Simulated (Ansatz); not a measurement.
# Geometry relaxation of CH6Cl2O2Si2 (part 1 of 2)

The run: geometry relaxation of CH6Cl2O2Si2. Method and program: RKS PBE/STO-3G (Ansatz 0.2.0).

It belongs to a series of runs on one base structure; here: start relaxed.

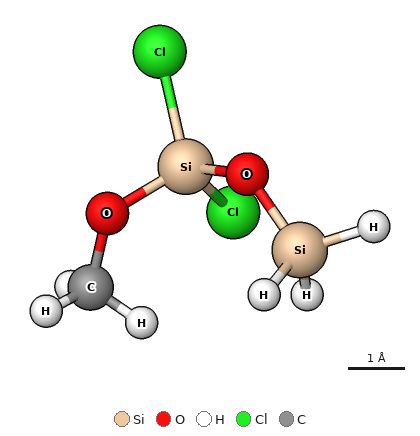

Figure 1. The starting structure (ball-and-stick view, seen at a tilt). Bond lengths as drawn: Cl–Si 2.13 Å, C–H 1.11 Å, C–O 1.42 Å, H–Si 1.46 Å and O–Si 1.68 Å.

### The input
```yaml
crystal:
  periodic: [false, false, false]
  atoms:
    - { symbol: Si, position_ang: [0.0, 0.0, 0.0] }
    - { symbol: O, position_ang: [0.0, 0.0, 1.68] }
    - { symbol: Si, position_ang: [-1.3147, -0.4067, 2.6436] }
    - { symbol: H, position_ang: [-2.239, -1.2403, 1.8804] }
    - { symbol: H, position_ang: [-0.8506, -1.1432, 3.8157] }
    - { symbol: H, position_ang: [-1.9987, 0.8095, 3.0733] }
    - { symbol: Cl, position_ang: [2.0086, 0.0, -0.7093] }
    - { symbol: O, position_ang: [-0.7913, 1.3709, -0.5594] }
    - { symbol: C, position_ang: [-2.1512, 1.4177, -0.9653] }
    - { symbol: H, position_ang: [-2.7687, 0.8215, -0.2614] }
    - { symbol: H, position_ang: [-2.5023, 2.4707, -0.9639] }
    - { symbol: H, position_ang: [-2.2473, 0.9975, -1.9882] }
    - { symbol: Cl, position_ang: [-1.0032, -1.7381, -0.7093] }
basis:
  gaussian: { orbitals: STO-3G }
hamiltonian:
  xc: pbe
relax:
  f_tol: 0.02
  max_steps: 40
```

Run on 1 thread of Intel Xeon (Granite Rapids), 144 GiB of memory available, shared host.

Command:
```bash
ansatz run input.yaml --threads 1 --pin off --max-ram 2048MiB --backend cpu --events-out ev --progress --plain --runs-dir out
```

### What the program printed
```
The last accepted step is kept in [file] (removed where the run ends without a failure and the disk answers)
Engine: ansatz 0.2.0, x86_64-unknown-linux-gnu
Functional definition: PBE
  parameter kappa = 0.804
  parameter beta = 0.06672455060314922
  exchange = pbe_x(kappa = kappa, mu = beta*pi^2/3)
  correlation = pbe_c(beta = beta)
770 factors; integrals over basis functions are off by at most 1.1e-5 eV
mean field evaluation 1: about -45476.5480 eV, gradient 4.2e1 eV
mean field evaluation 2: about -45469.2139 eV, gradient 6.7e1 eV
mean field evaluation 4: about -45482.8888 eV, gradient 4.6e0 eV
mean field evaluation 8: about -45482.8760 eV, gradient 1.8e-1 eV
mean field -45482.87616808 eV, -1671.4648697763 hartree, gradient 5.5e-5 eV, S^2 0.000000; 0 other end points of the search recorded, 0 dependent functions left out
the calculation of the forces begins
reference -45482.87619547 eV, -1671.4648707828 hartree; 45, 45 occupied and 12, 12 virtual orbitals, 770 factors
relax step   1: F+E_penalty+E_count = -45482.87616808 eV  Δ(F+E_penalty+E_count) = +0.000e0 eV  max|allowed force component| = 2.422e0 eV/Å  Δτ_max = 0.0000 Å  (23 SCF iters, accepted)
these checks for a lower state are left out or cut short: starts, cluster_reference, orbital_swaps, neighbouring_geometries, increment
770 factors; integrals over basis functions are off by at most 1.5e-5 eV
mean field evaluation 16: about -45482.9803 eV, gradient 5.7e0 eV
mean field -45483.11810063 eV, -1671.4737606336 hartree, gradient 1.3e-5 eV, S^2 0.000000; 0 other end points of the search recorded, 0 dependent functions left out
[... from here on the field's lines of each further geometry are left out, up to the last ...]
relax step   2: F+E_penalty+E_count = -45483.11810063 eV  Δ(F+E_penalty+E_count) = -2.419e-1 eV  max|allowed force component| = 8.004e-1 eV/Å  Δτ_max = 0.1733 Å  (25 SCF iters, accepted)
relax step   3: F+E_penalty+E_count = -45483.16094328 eV  Δ(F+E_penalty+E_count) = -4.284e-2 eV  max|allowed force component| = 4.249e-1 eV/Å  Δτ_max = 0.0431 Å  (27 SCF iters, accepted)
relax step   4: F+E_penalty+E_count = -45483.19167634 eV  Δ(F+E_penalty+E_count) = -3.073e-2 eV  max|allowed force component| = 2.432e-1 eV/Å  Δτ_max = 0.1109 Å  (26 SCF iters, accepted)
relax step   5: F+E_penalty+E_count = -45483.20183154 eV  Δ(F+E_penalty+E_count) = -1.016e-2 eV  max|allowed force component| = 1.810e-1 eV/Å  Δτ_max = 0.0480 Å  (27 SCF iters, accepted)
relax step   6: F+E_penalty+E_count = -45483.21728450 eV  Δ(F+E_penalty+E_count) = -1.545e-2 eV  max|allowed force component| = 1.263e-1 eV/Å  Δτ_max = 0.1294 Å  (26 SCF iters, accepted)
relax step   7: F+E_penalty+E_count = -45483.21761151 eV  Δ(F+E_penalty+E_count) = -3.270e-4 eV  max|allowed force component| = 1.237e-1 eV/Å  Δτ_max = 0.0023 Å  (20 SCF iters, accepted)
relax step   8: F+E_penalty+E_count = -45483.22440283 eV  Δ(F+E_penalty+E_count) = -6.791e-3 eV  max|allowed force component| = 2.357e-1 eV/Å  Δτ_max = 0.1950 Å  (26 SCF iters, accepted)
relax step   9: F+E_penalty+E_count = -45483.23542561 eV  Δ(F+E_penalty+E_count) = -1.102e-2 eV  max|allowed force component| = 1.695e-1 eV/Å  Δτ_max = 0.0695 Å  (27 SCF iters, accepted)
relax step  10: F+E_penalty+E_count = -45483.25282919 eV  Δ(F+E_penalty+E_count) = -1.740e-2 eV  max|allowed force component| = 1.735e-1 eV/Å  Δτ_max = 0.2000 Å  (27 SCF iters, accepted)
relax step  11: F+E_penalty+E_count = -45483.26534566 eV  Δ(F+E_penalty+E_count) = -1.252e-2 eV  max|allowed force component| = 4.597e-1 eV/Å  Δτ_max = 0.1904 Å  (26 SCF iters, accepted)
relax step  12: F+E_penalty+E_count = -45483.28470722 eV  Δ(F+E_penalty+E_count) = -1.936e-2 eV  max|allowed force component| = 3.228e-1 eV/Å  Δτ_max = 0.1259 Å  (26 SCF iters, accepted)
relax step  13: F+E_penalty+E_count = -45483.30564709 eV  Δ(F+E_penalty+E_count) = -2.094e-2 eV  max|allowed force component| = 4.233e-1 eV/Å  Δτ_max = 0.1950 Å  (25 SCF iters, accepted)
relax step  14: F+E_penalty+E_count = -45483.33645622 eV  Δ(F+E_penalty+E_count) = -3.081e-2 eV  max|allowed force component| = 1.407e-1 eV/Å  Δτ_max = 0.2000 Å  (26 SCF iters, accepted)
relax step  15: F+E_penalty+E_count = -45483.35750648 eV  Δ(F+E_penalty+E_count) = -2.105e-2 eV  max|allowed force component| = 1.004e-1 eV/Å  Δτ_max = 0.2000 Å  (26 SCF iters, accepted)
relax step  16: F+E_penalty+E_count = -45483.23620205 eV  Δ(F+E_penalty+E_count) = +1.213e-1 eV  max|allowed force component| = 7.722e-1 eV/Å  Δτ_max = 0.2000 Å  (26 SCF iters, rejected (line search))
relax step  17: F+E_penalty+E_count = -45483.36563234 eV  Δ(F+E_penalty+E_count) = -8.126e-3 eV  max|allowed force component| = 4.648e-2 eV/Å  Δτ_max = 0.1000 Å  (27 SCF iters, accepted)
relax step  18: F+E_penalty+E_count = -45483.36961770 eV  Δ(F+E_penalty+E_count) = -3.985e-3 eV  max|allowed force component| = 8.962e-2 eV/Å  Δτ_max = 0.0975 Å  (26 SCF iters, accepted)
relax step  19: F+E_penalty+E_count = -45483.37051693 eV  Δ(F+E_penalty+E_count) = -8.992e-4 eV  max|allowed force component| = 9.697e-2 eV/Å  Δτ_max = 0.0737 Å  (27 SCF iters, accepted)
relax step  20: F+E_penalty+E_count = -45483.37149211 eV  Δ(F+E_penalty+E_count) = -9.752e-4 eV  max|allowed force component| = 7.865e-2 eV/Å  Δτ_max = 0.0308 Å  (29 SCF iters, accepted)
relax step  21: F+E_penalty+E_count = -45483.37239749 eV  Δ(F+E_penalty+E_count) = -9.054e-4 eV  max|allowed force component| = 2.041e-2 eV/Å  Δτ_max = 0.0588 Å  (27 SCF iters, accepted)
relax step  22: F+E_penalty+E_count = -45483.37275841 eV  Δ(F+E_penalty+E_count) = -3.609e-4 eV  max|allowed force component| = 6.258e-2 eV/Å  Δτ_max = 0.0567 Å  (28 SCF iters, accepted)
relax step  23: F+E_penalty+E_count = -45483.37300613 eV  Δ(F+E_penalty+E_count) = -2.477e-4 eV  max|allowed force component| = 5.721e-2 eV/Å  Δτ_max = 0.0415 Å  (27 SCF iters, accepted)
relax step  24: F+E_penalty+E_count = -45483.37332379 eV  Δ(F+E_penalty+E_count) = -3.177e-4 eV  max|allowed force component| = 4.885e-2 eV/Å  Δτ_max = 0.0528 Å  (28 SCF iters, accepted)
relax step  25: F+E_penalty+E_count = -45483.37359963 eV  Δ(F+E_penalty+E_count) = -2.758e-4 eV  max|allowed force component| = 5.065e-2 eV/Å  Δτ_max = 0.0367 Å  (28 SCF iters, accepted)
relax step  26: F+E_penalty+E_count = -45483.37394778 eV  Δ(F+E_penalty+E_count) = -3.482e-4 eV  max|allowed force component| = 5.744e-2 eV/Å  Δτ_max = 0.0730 Å  (28 SCF iters, accepted)
relax step  27: F+E_penalty+E_count = -45483.37393368 eV  Δ(F+E_penalty+E_count) = +1.410e-5 eV  max|allowed force component| = 6.780e-2 eV/Å  Δτ_max = 0.0452 Å  (28 SCF iters, rejected (line search))
relax step  28: F+E_penalty+E_count = -45483.37432543 eV  Δ(F+E_penalty+E_count) = -3.776e-4 eV  max|allowed force component| = 3.551e-2 eV/Å  Δτ_max = 0.0220 Å  (21 SCF iters, accepted)
relax step  29: F+E_penalty+E_count = -45483.37465989 eV  Δ(F+E_penalty+E_count) = -3.345e-4 eV  max|allowed force component| = 2.047e-2 eV/Å  Δτ_max = 0.0510 Å  (28 SCF iters, accepted)
relax step  30: F+E_penalty+E_count = -45483.37478844 eV  Δ(F+E_penalty+E_count) = -1.286e-4 eV  max|allowed force component| = 7.282e-2 eV/Å  Δτ_max = 0.1021 Å  (26 SCF iters, accepted)
relax step  31: F+E_penalty+E_count = -45483.37506006 eV  Δ(F+E_penalty+E_count) = -2.716e-4 eV  max|allowed force component| = 2.727e-2 eV/Å  Δτ_max = 0.0142 Å  (21 SCF iters, accepted)
relax step  32: F+E_penalty+E_count = -45483.37524615 eV  Δ(F+E_penalty+E_count) = -1.861e-4 eV  max|allowed force component| = 2.440e-2 eV/Å  Δτ_max = 0.0301 Å  (28 SCF iters, accepted)
relax step  33: F+E_penalty+E_count = -45483.37546682 eV  Δ(F+E_penalty+E_count) = -2.207e-4 eV  max|allowed force component| = 6.196e-2 eV/Å  Δτ_max = 0.1154 Å  (27 SCF iters, accepted)
relax step  34: F+E_penalty+E_count = -45483.37564110 eV  Δ(F+E_penalty+E_count) = -1.743e-4 eV  max|allowed force component| = 3.821e-2 eV/Å  Δτ_max = 0.0230 Å  (29 SCF iters, accepted)
relax step  35: F+E_penalty+E_count = -45483.37586763 eV  Δ(F+E_penalty+E_count) = -2.265e-4 eV  max|allowed force component| = 1.362e-2 eV/Å  Δτ_max = 0.0153 Å  (20 SCF iters, accepted)
relax step  36: F+E_penalty+E_count = -45483.37601537 eV  Δ(F+E_penalty+E_count) = -1.477e-4 eV  max|allowed force component| = 1.129e-2 eV/Å  Δτ_max = 0.0435 Å  (28 SCF iters, accepted)
relax step  37: F+E_penalty+E_count = -45483.37590345 eV  Δ(F+E_penalty+E_count) = +1.119e-4 eV  max|allowed force component| = 7.872e-2 eV/Å  Δτ_max = 0.1011 Å  (27 SCF iters, rejected (line search))
the calculation of the forces begins
reference -45483.37618915 eV, -1671.4832452117 hartree; 45, 45 occupied and 12, 12 virtual orbitals, 773 factors
relax step  38: F+E_penalty+E_count = -45483.37616089 eV  Δ(F+E_penalty+E_count) = -1.455e-4 eV  max|allowed force component| = 1.490e-2 eV/Å  Δτ_max = 0.0495 Å  (28 SCF iters, accepted)
```

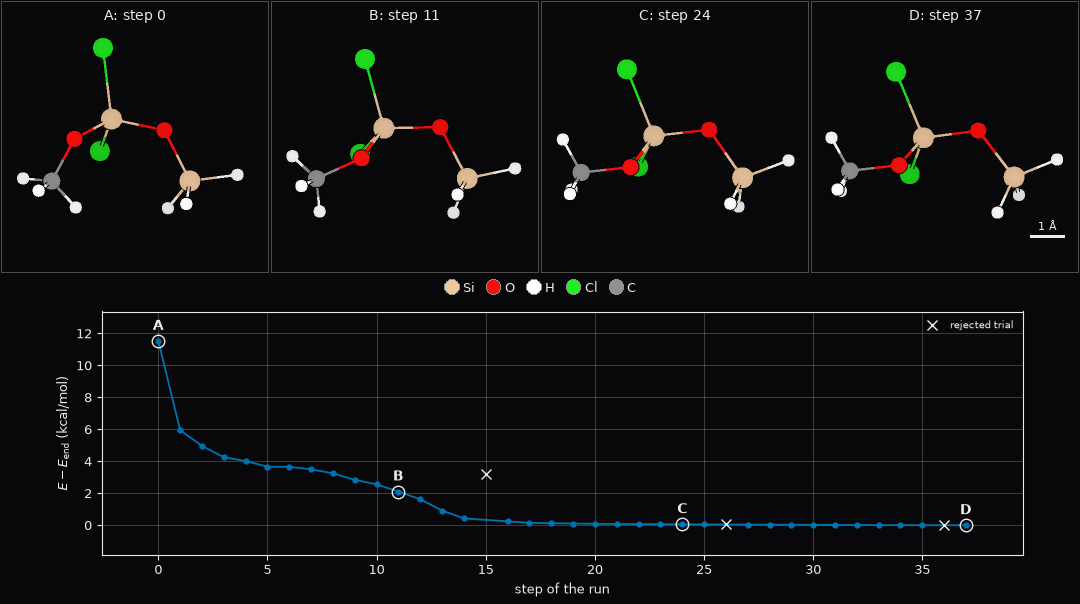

Figure 2. Frames of the relaxation (ball-and-stick view, seen at a tilt) above the curves, on which the letters mark them (the first geometry is step 0 here and step 1 in the log).

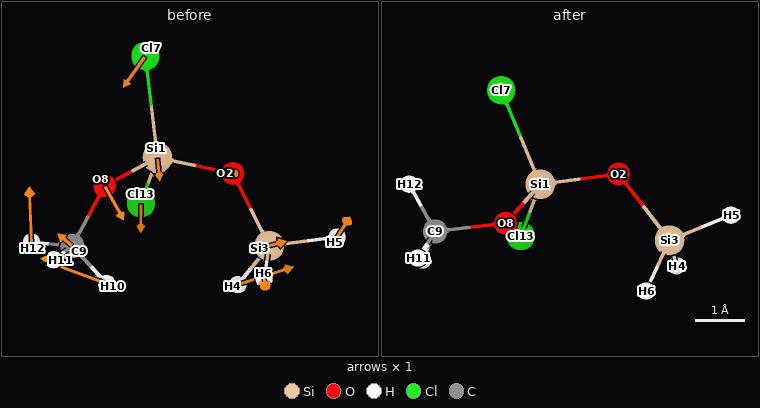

Figure 3. Before (left) and after (right) the relaxation, at one scale (ball-and-stick view, seen at a tilt). The orange arrows give the displacements, at true length. The energy falls by 11.5 kcal/mol in 37 geometry steps. Largest force component: 2.4 eV/Å at the start, 0.015 eV/Å at the end. The line search rejected the trial steps at points 15, 26, 36 (counted from 0) and went back. The largest move after the best rigid fit is that of H10, 1.48 Å. By element the largest moves are H 1.48 Å, O 0.91 Å, Cl 0.87 Å, Si 0.56 Å, C 0.48 Å. Among the contacts that change: O8–C9 1.420 → 1.480 Å, O2–Si3 1.680 → 1.733 Å, Si1–O8 1.679 → 1.709 Å, Si1–Cl13 2.128 → 2.145 Å. Among the angles that change: Si1–O8–C9 125.0° → 112.4°, Si1–O2–Si3 125.0° → 119.4°, O2–Si3–H5 109.5° → 104.3°. (Atoms are counted from 1 in the order of the input.)
